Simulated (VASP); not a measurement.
Band structure of Re (hcp). These are LDA (Ceperley-Alder, Perdew-Zunger), VASP's LDA PAW potentials (set 64) (plane waves; VASP) values and carry that method's errors.

Unless said otherwise, spin-orbit coupling is left out, though it shifts the bands of the heavy elements here.

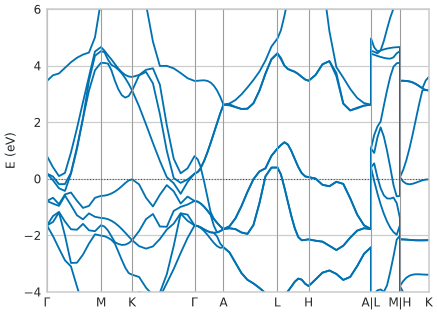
*Bands along high-symmetry lines, zero at the valence-band maximum or, without a gap, the Fermi level*

Task: Read the plot: is there a gap, and where are the band edges?

Result: It has no gap at this level: it comes out as a metal or semimetal. (Edges off the drawn lines would not show.)

The compound is Re in the hcp structure. It was relaxed first.
